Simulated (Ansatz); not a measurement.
## C₂H₈OSi₂: nudged elastic band (part 1 of 2)

System: C₂H₈OSi₂.
Method: RKS r2SCAN/STO-3G (Ansatz 0.2.0).

It belongs to a series of runs on one base structure; here: band between the two ends. Figures and captions count atoms from 1; the log counts them from 0 in places.

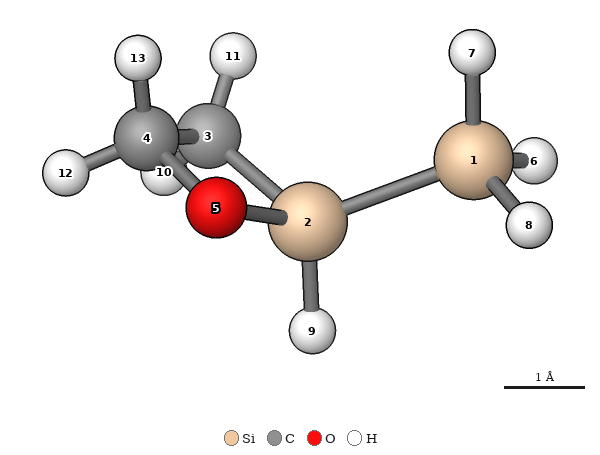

*The input geometry (ball-and-stick view, seen at a tilt; atoms are numbered from 1 in the order of the input).*

### The input
```yaml
crystal:
  periodic: [false, false, false]
  atoms:
    - { symbol: Si, position_ang: [0.324289, -1.129529, 1.993729] }
    - { symbol: Si, position_ang: [0.151119, -0.745015, -0.233713] }
    - { symbol: C, position_ang: [0.576825, 0.948557, -0.923377] }
    - { symbol: C, position_ang: [-0.946989, 1.023472, -1.307549] }
    - { symbol: O, position_ang: [-1.445027, -0.305368, -0.836713] }
    - { symbol: H, position_ang: [1.714916, -1.258474, 2.372671] }
    - { symbol: H, position_ang: [-0.247112, -0.048459, 2.764923] }
    - { symbol: H, position_ang: [-0.349297, -2.353911, 2.366974] }
    - { symbol: H, position_ang: [0.719757, -1.86401, -0.9766] }
    - { symbol: H, position_ang: [1.241593, 0.97379, -1.795141] }
    - { symbol: H, position_ang: [0.881496, 1.727681, -0.214402] }
    - { symbol: H, position_ang: [-1.117791, 1.142366, -2.401293] }
    - { symbol: H, position_ang: [-1.483378, 1.854201, -0.79461] }
basis:
  gaussian: { orbitals: STO-3G }
hamiltonian:
  xc: r2scan
neb:
  order_check: false
  images: 7
  f_tol: 0.05
  max_iterations: 60
  final_atoms:
    - { symbol: Si, position_ang: [0.28608065, -1.11741113, 2.00794308] }
    - { symbol: Si, position_ang: [-0.06702011, -0.76360507, -0.20334297] }
    - { symbol: C, position_ang: [0.67132992, 0.74896412, -1.03519396] }
    - { symbol: C, position_ang: [-0.8237499, 1.18845174, -1.25315939] }
    - { symbol: O, position_ang: [-1.56931571, 0.04441882, -0.64425663] }
    - { symbol: H, position_ang: [0.09928861, 0.09291274, 2.7762929] }
    - { symbol: H, position_ang: [-0.61180081, -2.12448852, 2.52915446] }
    - { symbol: H, position_ang: [1.63983329, -1.57829892, 2.22999072] }
    - { symbol: H, position_ang: [0.11221034, -2.00935935, -0.94074335] }
    - { symbol: H, position_ang: [1.21286423, 0.58400991, -1.97439937] }
    - { symbol: H, position_ang: [1.23851201, 1.44877059, -0.40975027] }
    - { symbol: H, position_ang: [-1.09306886, 1.30588488, -2.32723103] }
    - { symbol: H, position_ang: [-1.07476265, 2.1450512, -0.7404052] }
  initial_path:
    images:
      - { positions_ang: [[0.324289, -1.129529, 1.993729], [0.151119, -0.745015, -0.233713], [0.576825, 0.948557, -0.923377], [-0.946989, 1.023472, -1.307549], [-1.445027, -0.305368, -0.836713], [1.714916, -1.258474, 2.372671], [-0.247112, -0.048459, 2.764923], [-0.349297, -2.353911, 2.366974], [0.719757, -1.86401, -0.9766], [1.241593, 0.97379, -1.795141], [0.881496, 1.727681, -0.214402], [-1.117791, 1.142366, -2.401293], [-1.483378, 1.854201, -0.79461]] }
      - { positions_ang: [[0.30796578, -1.10771912, 1.98186591], [0.12166803, -0.77072182, -0.25748805], [0.59254747, 0.89479216, -0.96238579], [-0.89680531, 1.04924155, -1.26056282], [-1.4325181, -0.2764998, -0.84588393], [1.56812612, -0.95093818, 2.39951383], [-0.46327086, -0.23419549, 2.71955559], [-0.08916038, -2.35453094, 2.35798426], [0.63726773, -1.90974064, -0.99914202], [1.21541002, 0.88557272, -1.85416554], [0.98435805, 1.63686139, -0.26530861], [-1.121146, 1.24092435, -2.31597847], [-1.40404155, 1.86225481, -0.68310538]] }
      - { positions_ang: [[0.29164256, -1.08590924, 1.97000283], [0.09221706, -0.79642863, -0.2812631], [0.60826994, 0.84102732, -1.00139457], [-0.84662162, 1.0750111, -1.21357663], [-1.42000919, -0.2476316, -0.85505485], [1.42133623, -0.64340236, 2.42635667], [-0.67942972, -0.41993198, 2.67418818], [0.17097623, -2.35515087, 2.34899452], [0.55477847, -1.95547128, -1.02168405], [1.18922703, 0.79735544, -1.91319008], [1.0872201, 1.54604178, -0.31621522], [-1.124501, 1.33948269, -2.23066394], [-1.3247051, 1.87030862, -0.57160075]] }
      - { positions_ang: [[0.27531933, -1.06409936, 1.95813974], [0.0627661, -0.82213545, -0.30503815], [0.62399241, 0.78726248, -1.04040336], [-0.79643793, 1.10078066, -1.16659045], [-1.40750029, -0.21876339, -0.86422578], [1.27454635, -0.33586654, 2.4531995], [-0.89558859, -0.60566847, 2.62882077], [0.43111285, -2.35577081, 2.34000478], [0.4722892, -2.00120193, -1.04422607], [1.16304405, 0.70913816, -1.97221462], [1.19008215, 1.45522217, -0.36712184], [-1.127856, 1.43804104, -2.14534941], [-1.24536865, 1.87836244, -0.46009613]] }
      - { positions_ang: [[0.25899611, -1.04228949, 1.94627666], [0.03331513, -0.84784227, -0.3288132], [0.63971488, 0.73349764, -1.07941214], [-0.74625424, 1.12655021, -1.11960426], [-1.39499138, -0.18989519, -0.8733967], [1.12775647, -0.02833071, 2.48004234], [-1.11174745, -0.79140495, 2.58345336], [0.69124946, -2.35639075, 2.33101504], [0.38979994, -2.04693257, -1.06676809], [1.13686107, 0.62092088, -2.03123916], [1.29294421, 1.36440256, -0.41802845], [-1.131211, 1.53659938, -2.06003488], [-1.1660322, 1.88641625, -0.3485915]] }
      - { positions_ang: [[0.26576724, -1.0610699, 1.96169327], [0.00823132, -0.82678297, -0.29744564], [0.64761864, 0.73736426, -1.0683576], [-0.76562816, 1.14202559, -1.15299304], [-1.43857246, -0.13131669, -0.81611169], [0.8706395, 0.00198015, 2.55410498], [-0.98676079, -1.12467585, 2.56987863], [0.92839542, -2.16186779, 2.30575896], [0.32040254, -2.03753926, -1.03526191], [1.15586186, 0.61169314, -2.01702921], [1.27933616, 1.38549457, -0.4159589], [-1.12167546, 1.47892076, -2.12683392], [-1.14321481, 1.95107499, -0.44654493]] }
      - { positions_ang: [[0.27253838, -1.07985031, 1.97710987], [-0.01685249, -0.80572367, -0.26607809], [0.6555224, 0.74123088, -1.05730305], [-0.78500207, 1.15750097, -1.18638183], [-1.48215355, -0.07273819, -0.75882667], [0.61352254, 0.03229101, 2.62816762], [-0.86177413, -1.45794674, 2.55630391], [1.16554138, -1.96734483, 2.28050288], [0.25100514, -2.02814596, -1.00375572], [1.17486265, 0.60246539, -2.00281926], [1.26572811, 1.40658657, -0.41388936], [-1.11213993, 1.42124213, -2.19363296], [-1.12039742, 2.01573372, -0.54449835]] }
      - { positions_ang: [[0.27930951, -1.09863072, 1.99252648], [-0.0419363, -0.78466437, -0.23471053], [0.66342616, 0.7450975, -1.0462485], [-0.80437598, 1.17297636, -1.21977061], [-1.52573463, -0.01415968, -0.70154165], [0.35640558, 0.06260188, 2.70223026], [-0.73678747, -1.79121763, 2.54272919], [1.40268733, -1.77282187, 2.2552468], [0.18160774, -2.01875266, -0.97224953], [1.19386344, 0.59323765, -1.98860931], [1.25212006, 1.42767858, -0.41181981], [-1.1026044, 1.3635635, -2.260432], [-1.09758004, 2.08039246, -0.64245177]] }
      - { positions_ang: [[0.28608065, -1.11741113, 2.00794308], [-0.06702011, -0.76360507, -0.20334297], [0.67132992, 0.74896412, -1.03519396], [-0.8237499, 1.18845174, -1.25315939], [-1.56931571, 0.04441882, -0.64425663], [0.09928861, 0.09291274, 2.7762929], [-0.61180081, -2.12448852, 2.52915446], [1.63983329, -1.57829892, 2.22999072], [0.11221034, -2.00935935, -0.94074335], [1.21286423, 0.58400991, -1.97439937], [1.23851201, 1.44877059, -0.40975027], [-1.09306886, 1.30588488, -2.32723103], [-1.07476265, 2.1450512, -0.7404052]] }
```

Hardware: 1 thread of Intel Xeon (Sapphire Rapids), 64 GiB of memory available, shared host.

Run as:
```bash
ansatz run input.yaml --threads 1 --pin off --max-ram 2048MiB --backend cpu --events-out ev --progress --plain --runs-dir out
```

### What the program printed
```
Engine: ansatz 0.2.0, x86_64-unknown-linux-gnu
Functional definition: r2SCAN
  parameter k0 = 0.174
  parameter k1 = 0.065
  parameter a1 = 4.9479
  exchange = r2scan_x(k0 = k0, k1 = k1, a1 = a1)
  correlation = r2scan_c
574 factors; integrals over basis functions are off by at most 1.0e-5 eV
mean field evaluation 1: about -19764.9287 eV, gradient 2.8e1 eV
mean field evaluation 2: about -19758.1235 eV, gradient 5.7e1 eV
mean field evaluation 4: about -19767.5754 eV, gradient 2.4e0 eV
mean field evaluation 8: about -19767.4923 eV, gradient 3.9e-2 eV
mean field -19767.49229750 eV, -726.4419430454 hartree, gradient 8.3e-6 eV, S^2 0.000000; 0 other end points of the search recorded, 0 dependent functions left out
the calculation of the forces begins
reference -19767.49230496 eV, -726.4419433196 hartree; 28, 28 occupied and 13, 13 virtual orbitals, 574 factors
574 factors; integrals over basis functions are off by at most 3.6e-5 eV
mean field evaluation 16: about -19764.9287 eV, gradient 2.8e1 eV
mean field -19767.49232542 eV, -726.4419440716 hartree, gradient 8.4e-6 eV, S^2 0.000000; 0 other end points of the search recorded, 0 dependent functions left out
[... from here on the field's lines of each further geometry are left out, up to the last ...]
NEB iter   1: max|band force component| = 5.719e0 eV/Å  barrier→ = 0.9706 eV  barrier← = 0.9706 eV  Δτ_max = 0.1759 Å  (201 SCF iters)
NEB iter   2: max|band force component| = 1.748e0 eV/Å  barrier→ = 0.1230 eV  barrier← = 0.1230 eV  Δτ_max = 0.1670 Å  (179 SCF iters)
NEB iter   3: max|band force component| = 5.615e-1 eV/Å  barrier→ = 0.0451 eV  barrier← = 0.0452 eV  Δτ_max = 0.0568 Å  (185 SCF iters)
NEB iter   4: max|band force component| = 9.900e-2 eV/Å  barrier→ = 0.0256 eV  barrier← = 0.0256 eV  CI = image 4  Δτ_max = 0.0303 Å  (185 SCF iters)
NEB iter   5: max|band force component| = 5.985e-2 eV/Å  barrier→ = 0.0233 eV  barrier← = 0.0233 eV  CI = image 4  Δτ_max = 0.0733 Å  (163 SCF iters)
NEB iter   6: max|band force component| = 9.729e-2 eV/Å  barrier→ = 0.0203 eV  barrier← = 0.0203 eV  CI = image 4  Δτ_max = 0.0367 Å  (171 SCF iters)
NEB iter   7: max|band force component| = 7.591e-2 eV/Å  barrier→ = 0.0186 eV  barrier← = 0.0186 eV  CI = image 4  Δτ_max = 0.0367 Å  (176 SCF iters)
NEB iter   8: max|band force component| = 4.198e-2 eV/Å  barrier→ = 0.0173 eV  barrier← = 0.0174 eV  CI = image 4  Δτ_max = 0.0576 Å  (184 SCF iters)
NEB iter   9: max|band force component| = 1.922e-2 eV/Å  barrier→ = 0.0161 eV  barrier← = 0.0161 eV  CI = image 4  Δτ_max = 0.0582 Å  (163 SCF iters)
NEB iter  10: max|band force component| = 1.121e-1 eV/Å  barrier→ = 0.0164 eV  barrier← = 0.0164 eV  CI = image 4  Δτ_max = 0.0290 Å  (25 SCF iters)
NEB iter  11: max|band force component| = 6.344e-2 eV/Å  barrier→ = 0.0154 eV  barrier← = 0.0154 eV  CI = image 4  Δτ_max = 0.0151 Å  (162 SCF iters)
the calculation of the forces begins
reference -19767.49053397 eV, -726.4418782371 hartree; 28, 28 occupied and 13, 13 virtual orbitals, 574 factors
574 factors; integrals over basis functions are off by at most 1.5e-5 eV
mean field evaluation 768: about -19767.5777 eV, gradient 6.6e-1 eV
mean field -19767.47696490 eV, -726.4413795830 hartree, gradient 9.8e-6 eV, S^2 0.000000; 1 other end points of the search recorded, 0 dependent functions left out
the calculation of the forces begins
reference -19767.47697234 eV, -726.4413798563 hartree; 28, 28 occupied and 13, 13 virtual orbitals, 574 factors
NEB iter  12: max|band force component| = 2.146e-2 eV/Å  barrier→ = 0.0153 eV  barrier← = 0.0154 eV  CI = image 4  Δτ_max = 0.0000 Å  (305 SCF iters)
```

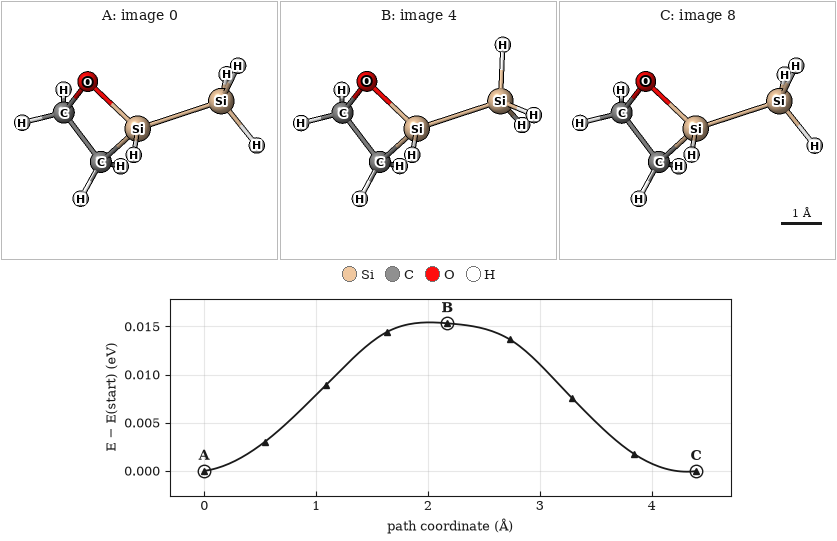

*Images of the last band (counted from 0; ball-and-stick, seen at a tilt) above the energy along the path; the line is a cubic interpolation that uses the forces.*

The highest image is number 4, 0.015 eV above the start and 0.015 eV above the end (the climbing image); start and end have the same energy. The path is 4.40 Å long. The band converged in 12 iterations.
